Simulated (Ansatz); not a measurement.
# BrClH4Si2: one molecule under many settings

Aim: run BrClH4Si2 under a spread of inputs, and see what each costs and gives.

Program: Ansatz 0.2.0, Gaussian basis. Level of theory: the settings change from run to run. These are calculated values, not measurements.

## (1) The relaxed structure

The geometry comes from an earlier relaxation with PBE0-D4 in a triple-zeta def2 set; it is a stationary point, not always the lowest conformer.

SMILES `[SiH3][SiH](Cl)Br`, 8 atoms, charge 0, spin multiplicity 1.

Atoms are counted from 1 here; the program's logs count them from 0.

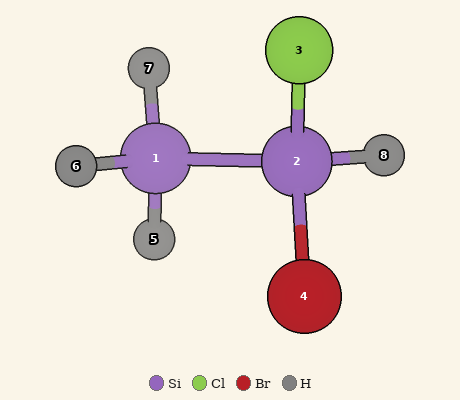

The geometry (silicon purple, chlorine green, bromine red, hydrogen grey); atoms are numbered from 1 in the order of the file.

## (2) revPBE/def2-SVP

This run has charge +1, multiplicity 2, finite nuclei.

in.yaml

```yaml
crystal:
  periodic: [false, false, false]
  atoms:
    - {symbol: Si, position_ang: [-0.449084, 1.050824, 0.453531]}
    - {symbol: Si, position_ang: [0.539529, -0.844775, -0.484820]}
    - {symbol: Cl, position_ang: [1.459829, -1.933044, 0.993073]}
    - {symbol: Br, position_ang: [-1.046428, -2.074784, -1.434254]}
    - {symbol: H, position_ang: [-1.118909, 1.829613, -0.619922]}
    - {symbol: H, position_ang: [-1.445184, 0.606459, 1.460348]}
    - {symbol: H, position_ang: [0.595858, 1.884268, 1.103505]}
    - {symbol: H, position_ang: [1.556490, -0.575561, -1.527260]}
basis:
  gaussian: {orbitals: def2-SVP, nuclear_model: gaussian}
total_charge: 1
magnetization: {spin_polarized: true, initial_magnetization: 1}
hamiltonian: {xc: {name: revPBE}}
output: {forces: true}
```

Run with:

```
ansatz run in.yaml --threads 4 --pin off --events-out ev --progress --plain --max-ram 10444MiB
```

The program printed, cut to the lines that bear on the results:

```text
Functional definition: revPBE
  name "revPBE"
  cite "Zhang & Yang, Phys. Rev. Lett. 80, 890 (1998) doi:10.1103/PhysRevLett.80.890"
  cite "Perdew, Burke & Ernzerhof, Phys. Rev. Lett. 77, 3865 (1996) doi:10.1103/PhysRevLett.77.3865"
[...]
1164 factors; their error is unknown
[...]
mean field -98352.75421931 eV, -3614.3970516685 hartree, gradient 2.4e-5 eV, S^2 0.751708; 6 other end points of the search recorded, 0 dependent functions left out
[...]
reference -98352.75426180 eV, -3614.3970532299 hartree; 42, 41 occupied and 64, 65 virtual orbitals, 1164 factors
Total energy: -98352.75426180 eV, -3614.3970532299 hartree
Atom 0 at    -0.449084     1.050824     0.453531 Å, force    -0.947336     1.577120     0.813267 eV/Å
Atom 1 at     0.539529    -0.844775    -0.484820 Å, force     0.480768    -1.501656    -0.254677 eV/Å
Atom 2 at     1.459829    -1.933044     0.993073 Å, force     0.079320     0.141715     0.299591 eV/Å
Atom 3 at    -1.046428    -2.074784    -1.434254 Å, force    -0.297540     0.112680    -0.124933 eV/Å
Atom 4 at    -1.118909     1.829613    -0.619922 Å, force    -0.015981    -0.131076    -0.485203 eV/Å
Atom 5 at    -1.445184     0.606459     1.460348 Å, force    -0.106048    -0.419841     0.117402 eV/Å
Atom 6 at     0.595858     1.884268     1.103505 Å, force     0.530352    -0.146800     0.009401 eV/Å
Atom 7 at     1.556490    -0.575561    -1.527260 Å, force     0.276464     0.367858    -0.374848 eV/Å
Dipole moment:     0.142462     0.706350     0.094177 e Å
```

It took 3.1 s on 4 threads of Arm Neoverse V2, shared host.

Largest force 2.012 eV/Å, ⟨S²⟩ 0.752.

## (3) BHLYP/STO-3G

Changes to in.yaml since step 2:

```diff
@@ -12,6 +12,3 @@
 basis:
-  gaussian: {orbitals: def2-SVP, nuclear_model: gaussian}
-total_charge: 1
-magnetization: {spin_polarized: true, initial_magnetization: 1}
-hamiltonian: {xc: {name: revPBE}}
-output: {forces: true}
+  gaussian: {orbitals: STO-3G}
+hamiltonian: {xc: {name: BHLYP}}
```

Same command.

The program printed:

```text
Functional definition: BHLYP
  name "BHLYP"
  cite "Becke, J. Chem. Phys. 98, 1372 (1993) doi:10.1063/1.464304"
  cite "Becke, Phys. Rev. A 38, 3098 (1988) doi:10.1103/PhysRevA.38.3098"
  cite "Lee, Yang & Parr, Phys. Rev. B 37, 785 (1988) doi:10.1103/PhysRevB.37.785"
  parameter a = 0.5
  exchange = (1 - a)*b88_x + a*exact_x
  correlation = lyp_c
519 factors; integrals over basis functions are off by at most 3.1e-5 eV
mean field evaluation 1: about -97308.1997 eV, gradient 2.4e1 eV
mean field evaluation 2: about -97310.0939 eV, gradient 1.4e1 eV
mean field evaluation 4: about -97310.9037 eV, gradient 2.3e-1 eV
mean field evaluation 8: about -97310.9064 eV, gradient 2.5e-4 eV
mean field -97310.90640584 eV, -3576.1098507134 hartree, gradient 3.3e-5 eV, S^2 0.000000; 0 other end points of the search recorded, 0 dependent functions left out
reference -97310.90653465 eV, -3576.1098554471 hartree; 42, 42 occupied and 7, 7 virtual orbitals, 519 factors
Total energy: -97310.90653465 eV, -3576.1098554471 hartree
```

Run time: 0.4 s. Hardware: 4 threads of Arm Neoverse V2, shared host.

## (4) RPBE/6-31G

Options: density fitting with def2-universal-jkfit, D3(BJ) with three-body dispersion.

Changes to in.yaml since step 3:

```diff
@@ -12,3 +12,4 @@
 basis:
-  gaussian: {orbitals: STO-3G}
-hamiltonian: {xc: {name: BHLYP}}
+  gaussian: {orbitals: 6-31G, fitting: {mean_field: def2-universal-jkfit}}
+hamiltonian: {xc: {name: RPBE}, dispersion: d3bjatm}
+output: {forces: true}
```

Same command.

The program printed, cut to the lines that bear on the results:

```text
Functional definition: RPBE
  name "RPBE"
  cite "Hammer, Hansen & Nørskov, Phys. Rev. B 59, 7413 (1999) doi:10.1103/PhysRevB.59.7413"
  cite "Perdew, Burke & Ernzerhof, Phys. Rev. Lett. 77, 3865 (1996) doi:10.1103/PhysRevLett.77.3865"
[...]
722 factors; integrals over basis functions are off by at most 7.7e-2 eV
[...]
mean field -98370.71040935 eV, -3615.0569294814 hartree, gradient 6.7e-5 eV, S^2 0.000000; 0 other end points of the search recorded, 0 dependent functions left out
[...]
reference -98370.71044770 eV, -3615.0569308904 hartree; 42, 42 occupied and 34, 34 virtual orbitals, 722 factors
Total energy: -98372.37839262 eV, -3615.1182267357 hartree
Atom 0 at    -0.449084     1.050824     0.453531 Å, force     0.146941    -0.221526    -0.119213 eV/Å
Atom 1 at     0.539529    -0.844775    -0.484820 Å, force    -0.315717     2.088663    -0.838929 eV/Å
Atom 2 at     1.459829    -1.933044     0.993073 Å, force     1.221879    -1.369971     1.904948 eV/Å
Atom 3 at    -1.046428    -2.074784    -1.434254 Å, force    -1.220575    -0.921033    -0.760490 eV/Å
Atom 4 at    -1.118909     1.829613    -0.619922 Å, force    -0.203600     0.225341    -0.334654 eV/Å
Atom 5 at    -1.445184     0.606459     1.460348 Å, force    -0.294131    -0.146502     0.293484 eV/Å
Atom 6 at     0.595858     1.884268     1.103505 Å, force     0.322659     0.244976     0.196408 eV/Å
Atom 7 at     1.556490    -0.575561    -1.527260 Å, force     0.342544     0.100053    -0.341555 eV/Å
Dipole moment:     0.006021     0.503833    -0.076198 e Å
```

Wall time 0.65 s (4 threads of Arm Neoverse V2, shared host).

Largest force 2.645 eV/Å, dipole 2.45 D.

## (5) wB97/def2-SVPD

Set apart from the defaults: charge +1, multiplicity 2.

Changes to in.yaml since step 4:

```diff
@@ -12,4 +12,5 @@
 basis:
-  gaussian: {orbitals: 6-31G, fitting: {mean_field: def2-universal-jkfit}}
-hamiltonian: {xc: {name: RPBE}, dispersion: d3bjatm}
-output: {forces: true}
+  gaussian: {orbitals: def2-SVPD}
+total_charge: 1
+magnetization: {spin_polarized: true, initial_magnetization: 1}
+hamiltonian: {xc: {name: wB97}}
```

Same command.

The program printed, cut to the lines that bear on the results:

```text
Functional definition: wB97
  name "wB97"
  cite "Chai & Head-Gordon, J. Chem. Phys. 128, 084106 (2008) doi:10.1063/1.2834918"
  cite "Becke, J. Chem. Phys. 107, 8554 (1997) doi:10.1063/1.475007"
[...]
  # The coefficients of nought are those of the uniform gas.
[...]
      + integral(e_c_pw_opposite_spin*poly(b97_u_opposite, 1, cos1, cos2, cos3, cos4))
1427 factors; their error is unknown
653 factors; integrals over basis functions are off by at most 3.8e-5 eV
[...]
mean field -98368.11831037 eV, -3614.9616716006 hartree, gradient 2.2e-5 eV, S^2 0.763166; 4 other end points of the search recorded, 0 dependent functions left out
reference -98368.11829116 eV, -3614.9616708946 hartree; 42, 41 occupied and 106, 107 virtual orbitals, 1427 factors
Total energy: -98368.11829116 eV, -3614.9616708946 hartree
```

It took 26 s on 4 threads of Arm Neoverse V2, shared host; peak memory 0.91 GiB.

⟨S²⟩ 0.763.

## (6) CAM-B3LYP/6-31G

Set apart from the defaults: charge -1, multiplicity 2, density fitting with def2-universal-jkfit, D3(BJ) dispersion, the search for lower states set to off.

Changes to in.yaml since step 5:

```diff
@@ -12,5 +12,6 @@
 basis:
-  gaussian: {orbitals: def2-SVPD}
-total_charge: 1
+  gaussian: {orbitals: 6-31G, fitting: {mean_field: def2-universal-jkfit}}
+total_charge: -1
 magnetization: {spin_polarized: true, initial_magnetization: 1}
-hamiltonian: {xc: {name: wB97}}
+hamiltonian: {xc: {name: CAM-B3LYP}, dispersion: d3bj}
+scf: {lower_state_search: off}
```

Launched as before.

The program printed, cut to the lines that bear on the results:

```text
Functional definition: CAM-B3LYP
  name "CAM-B3LYP"
  cite "Yanai, Tew & Handy, Chem. Phys. Lett. 393, 51 (2004) doi:10.1016/j.cplett.2004.06.011"
  cite "Iikura, Tsuneda, Yanai & Hirao, J. Chem. Phys. 115, 3540 (2001) doi:10.1063/1.1383587"
  cite "Becke, Phys. Rev. A 38, 3098 (1988) doi:10.1103/PhysRevA.38.3098"
  cite "Lee, Yang & Parr, Phys. Rev. B 37, 785 (1988) doi:10.1103/PhysRevB.37.785"
  cite "Vosko, Wilk & Nusair, Can. J. Phys. 58, 1200 (1980) doi:10.1139/p80-159"
[...]
  # Exact exchange under (alpha + beta erf(omega r))/r, Becke's under what is left of 1/r.
[...]
722 factors; integrals over basis functions are off by at most 7.7e-2 eV
722 factors; integrals over basis functions are off by at most 3.6e-7 eV
[...]
mean field -98380.30506143 eV, -3615.4095264418 hartree, gradient 6.8e-6 eV, S^2 0.752187; 0 other end points of the search recorded, 0 dependent functions left out
reference -98380.30520165 eV, -3615.4095315948 hartree; 43, 42 occupied and 33, 34 virtual orbitals, 722 factors
Total energy: -98380.55036257 eV, -3615.4185410924 hartree
Checks for a lower state left out: stability, starts, cluster_reference, orbital_swaps, neighbouring_geometries, increment
```

Wall time 1.4 s (4 threads of Arm Neoverse V2, shared host).

⟨S²⟩ 0.752.

## (7) RPA/def2-TZVPP

This run has correlated electrons set to outside_noble_gas, high accuracy.

Changes to in.yaml since step 6:

```diff
@@ -12,6 +12,5 @@
 basis:
-  gaussian: {orbitals: 6-31G, fitting: {mean_field: def2-universal-jkfit}}
-total_charge: -1
-magnetization: {spin_polarized: true, initial_magnetization: 1}
-hamiltonian: {xc: {name: CAM-B3LYP}, dispersion: d3bj}
-scf: {lower_state_search: off}
+  gaussian: {orbitals: def2-TZVPP}
+hamiltonian: {xc: {name: HF}}
+correlation: {method: rpa, electrons: outside_noble_gas}
+accuracy: high
```

Same command.

The program printed:

```text
Functional definition: HF
  name "HF"
  cite "Fock, Z. Phys. 61, 126 (1930) doi:10.1007/BF01340294"
  parent pbe
  exchange = exact_x
  correlation = 0
3729 factors; integrals over basis functions are off by at most 1.6e-8 eV
mean field evaluation 1: about -98292.2141 eV, gradient 1.8e1 eV
mean field evaluation 2: about -98292.5148 eV, gradient 1.9e1 eV
mean field evaluation 4: about -98294.1327 eV, gradient 3.0e0 eV
mean field evaluation 8: about -98294.1804 eV, gradient 1.5e-1 eV
mean field evaluation 16: about -98294.1805 eV, gradient 1.4e-7 eV
mean field -98294.18049944 eV, -3612.2445071657 hartree, gradient 1.2e-8 eV, S^2 0.000000; 0 other end points of the search recorded, 0 dependent functions left out
29 core orbitals not correlated: weight in the atoms' cores, before any rotation towards them, 1.000 or more for the frozen orbitals, at most 0.000 for the correlated occupied ones
reference -98294.18049944 eV, -3612.2445071657 hartree; 13, 13 occupied and 188, 188 virtual orbitals, 3729 factors
Total energy: -98314.44015141 eV, -3612.9890356432 hartree
```

Run time: 16 s. Hardware: 4 threads of Arm Neoverse V2, shared host; peak memory 1.5 GiB.

## (8) wB97M-V/cc-pVTZ

This run has a point charge of 2.00 e beside it.

Changes to in.yaml since step 7:

```diff
@@ -12,5 +12,3 @@
 basis:
-  gaussian: {orbitals: def2-TZVPP}
-hamiltonian: {xc: {name: HF}}
-correlation: {method: rpa, electrons: outside_noble_gas}
-accuracy: high
+  gaussian: {orbitals: cc-pVTZ, point_charges: [{charge: 2.00, position_ang: [5.737, 0.880, 0.385]}]}
+hamiltonian: {xc: {name: wB97M-V}}
```

Launched as before.

The program printed, cut to the lines that bear on the results:

```text
Functional definition: wB97M-V
  name "wB97M-V"
  cite "Mardirossian & Head-Gordon, J. Chem. Phys. 144, 214110 (2016) doi:10.1063/1.4952647"
  cite "Becke, J. Chem. Phys. 107, 8554 (1997) doi:10.1063/1.475007"
  cite "Vydrov & Van Voorhis, J. Chem. Phys. 133, 244103 (2010) doi:10.1063/1.3521275"
  # Of w^i u^j: cxij and so on, Table III.
[...]
  gx(w, u) = 1 - cx + cx01*u + cx10*w
  gss(w, u) = css00 + css04*u^4 + css10*w + css20*w^2 + css43*w^4*u^3
  gos(w, u) = cos00 + cos10*w + (cos20 + cos21*u)*w^2 + (cos60 + cos61*u)*w^6
[...]
      + integral(e_c_pw_mod_opposite_spin*gos(b97_w_opposite, b97_u_opposite)) + vv10(b, c)
1480 factors; their error is unknown
280 factors; integrals over basis functions are off by at most 2.3e-5 eV
[...]
mean field -98388.70754010 eV, -3615.7183118375 hartree, gradient 5.4e-5 eV, S^2 0.000000; 0 other end points of the search recorded, 0 dependent functions left out
reference -98388.70759060 eV, -3615.7183136932 hartree; 42, 42 occupied and 159, 159 virtual orbitals, 1480 factors
Total energy: -98388.70759060 eV, -3615.7183136932 hartree
```

It took 8.5 s on 4 threads of Arm Neoverse V2, shared host; peak memory 0.7 GiB.

## (9) B2PLYP/aug-cc-pVDZ

Changes to in.yaml since step 8:

```diff
@@ -12,3 +12,4 @@
 basis:
-  gaussian: {orbitals: cc-pVTZ, point_charges: [{charge: 2.00, position_ang: [5.737, 0.880, 0.385]}]}
-hamiltonian: {xc: {name: wB97M-V}}
+  gaussian: {orbitals: aug-cc-pVDZ}
+hamiltonian: {xc: {name: B2PLYP}}
+output: {forces: true}
```

Launched as before.

The program printed, cut to the lines that bear on the results:

```text
Functional definition: B2PLYP
  name "B2PLYP"
  cite "Grimme, J. Chem. Phys. 124, 034108 (2006) doi:10.1063/1.2148954"
  cite "Becke, Phys. Rev. A 38, 3098 (1988) doi:10.1103/PhysRevA.38.3098"
  cite "Lee, Yang & Parr, Phys. Rev. B 37, 785 (1988) doi:10.1103/PhysRevB.37.785"
[...]
1551 factors; integrals over basis functions are off by at most 6.3e-4 eV
[...]
mean field -98364.31685969 eV, -3614.8219708649 hartree, gradient 5.2e-6 eV, S^2 0.000000; 0 other end points of the search recorded, 0 dependent functions left out
24 core orbitals not correlated: weight in the atoms' cores, before any rotation towards them, 1.000 or more for the frozen orbitals, at most 0.000 for the correlated occupied ones
reference -98364.31706635 eV, -3614.8219784594 hartree; 18, 18 occupied and 111, 111 virtual orbitals, 1551 factors
second order -16.55279966 eV of doubles, -0.00000000 eV of singles
[...]
Total energy: -98368.78632225 eV, -3614.9862205847 hartree
Atom 0 at    -0.449084     1.050824     0.453531 Å, force    -0.058682     0.130174     0.060941 eV/Å
Atom 1 at     0.539529    -0.844775    -0.484820 Å, force     0.048090     0.611642    -0.370061 eV/Å
Atom 2 at     1.459829    -1.933044     0.993073 Å, force     0.399454    -0.461445     0.612731 eV/Å
Atom 3 at    -1.046428    -2.074784    -1.434254 Å, force    -0.421663    -0.339589    -0.268356 eV/Å
Atom 4 at    -1.118909     1.829613    -0.619922 Å, force    -0.038605     0.042391    -0.067753 eV/Å
Atom 5 at    -1.445184     0.606459     1.460348 Å, force    -0.056191    -0.032514     0.055260 eV/Å
Atom 6 at     0.595858     1.884268     1.103505 Å, force     0.066632     0.045239     0.036406 eV/Å
Atom 7 at     1.556490    -0.575561    -1.527260 Å, force     0.060967     0.004101    -0.059168 eV/Å
Dipole moment:     0.019825     0.341374    -0.025205 e Å
```

Wall time 9.5 s (4 threads of Arm Neoverse V2, shared host); peak memory 0.59 GiB.

Largest force 0.865 eV/Å, dipole 1.65 D.

## (10) r2SCAN/def2-TZVP

Options: coordinates scaled by 0.92, high accuracy.

in.yaml

```yaml
crystal:
  periodic: [false, false, false]
  atoms:
    - {symbol: Si, position_ang: [-0.413158, 0.966759, 0.417249]}
    - {symbol: Si, position_ang: [0.496367, -0.777193, -0.446035]}
    - {symbol: Cl, position_ang: [1.343043, -1.778401, 0.913627]}
    - {symbol: Br, position_ang: [-0.962714, -1.908801, -1.319513]}
    - {symbol: H, position_ang: [-1.029396, 1.683244, -0.570329]}
    - {symbol: H, position_ang: [-1.329569, 0.557942, 1.343520]}
    - {symbol: H, position_ang: [0.548189, 1.733527, 1.015225]}
    - {symbol: H, position_ang: [1.431971, -0.529516, -1.405079]}
basis:
  gaussian: {orbitals: def2-TZVP}
hamiltonian: {xc: {name: r2SCAN}}
accuracy: high
output: {forces: true}
```

Launched as before.

The program printed, cut to the lines that bear on the results:

```text
Functional definition: r2SCAN
  name "r2SCAN"
  cite "Furness, Kaplan, Ning, Perdew & Sun, J. Phys. Chem. Lett. 11, 8208 (2020) doi:10.1021/acs.jpclett.0c02405"
  cite "Furness, Kaplan, Ning, Perdew & Sun, J. Phys. Chem. Lett. 11, 9248 (2020) doi:10.1021/acs.jpclett.0c03077"
  parent r2scan
[...]
3085 factors; integrals over basis functions are off by at most 4.8e-9 eV
[...]
mean field -98388.62791633 eV, -3615.7153857179 hartree, gradient 4.8e-8 eV, S^2 0.000000; 0 other end points of the search recorded, 0 dependent functions left out
[...]
reference -98388.62791719 eV, -3615.7153857494 hartree; 42, 42 occupied and 141, 141 virtual orbitals, 3085 factors
Total energy: -98388.62791719 eV, -3615.7153857494 hartree
Atom 0 at    -0.413158     0.966759     0.417249 Å, force     0.070596     0.254791    -0.071494 eV/Å
Atom 1 at     0.496367    -0.777193    -0.446035 Å, force     0.077853     1.504363    -0.669934 eV/Å
Atom 2 at     1.343043    -1.778401     0.913627 Å, force     2.241617    -2.468075     3.481635 eV/Å
Atom 3 at    -0.962714    -1.908801    -1.319513 Å, force    -3.075429    -2.296814    -1.915369 eV/Å
Atom 4 at    -1.029396     1.683244    -0.570329 Å, force    -1.311220     1.540561    -1.997142 eV/Å
Atom 5 at    -1.329569     0.557942     1.343520 Å, force    -1.915696    -0.846138     1.937960 eV/Å
Atom 6 at     0.548189     1.733527     1.015225 Å, force     1.940828     1.641275     1.272439 eV/Å
Atom 7 at     1.431971    -0.529516    -1.405079 Å, force     1.971450     0.670036    -2.038095 eV/Å
Dipole moment:     0.019693     0.153476     0.006274 e Å
```

Wall time 14 s (4 threads of Arm Neoverse V2, shared host); peak memory 0.82 GiB.

Largest force 4.821 eV/Å, dipole 0.74 D.

## (11) The runs in one table

| level | charge | multiplicity | geometry | functions | energy (eV) | time |
| --- | --- | --- | --- | --- | --- | --- |
| revPBE/def2-SVP | 1 | 2 | relaxed | 106 | -98352.754 | 3.1 s |
| BHLYP/STO-3G | 0 | 1 | relaxed | 49 | -97310.907 | 0.4 s |
| RPBE/6-31G | 0 | 1 | relaxed | 76 | -98372.378 | 0.65 s |
| wB97/def2-SVPD | 1 | 2 | relaxed | 148 | -98368.118 | 26 s |
| CAM-B3LYP/6-31G | -1 | 2 | relaxed | 76 | -98380.550 | 1.4 s |
| RPA/def2-TZVPP | 0 | 1 | relaxed | 230 | -98314.440 | 16 s |
| wB97M-V/cc-pVTZ | 0 | 1 | relaxed, point charge | 201 | -98388.708 | 8.5 s |
| B2PLYP/aug-cc-pVDZ | 0 | 1 | relaxed | 153 | -98368.786 | 9.5 s |
| r2SCAN/def2-TZVP | 0 | 1 | scaled | 183 | -98388.628 | 14 s |

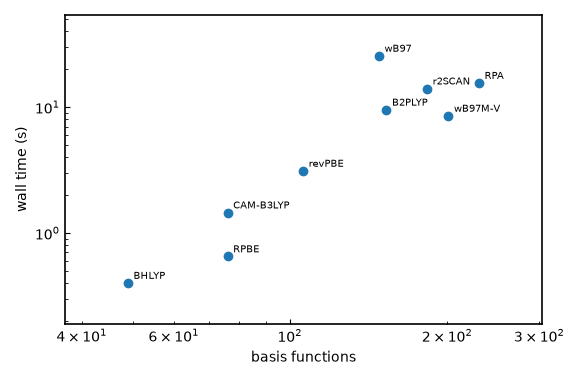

Wall time against the number of basis functions (shared host).

## (12) Results

```
                                         quantity                 value
                                             runs                     9
                                         quickest   BHLYP/STO-3G, 0.4 s
                                          slowest  wB97/def2-SVPD, 26 s
spread of total energies, same state and geometry             1061.5 eV
                  dipole, same state and geometry        1.65 to 2.45 D
```

In words: wB97/def2-SVPD took 64 times as long as BHLYP/STO-3G. The jobs differ in tasks and options as well as level. The totals spread over 1061 eV; they can't be compared across methods or bases. At the PBE0-D4/def2-TZVP geometry and in the same state, the sound runs without point charges leave forces up to 2.65 eV/Å (RPBE/6-31G), against 4.8 eV/Å where the atoms were moved.
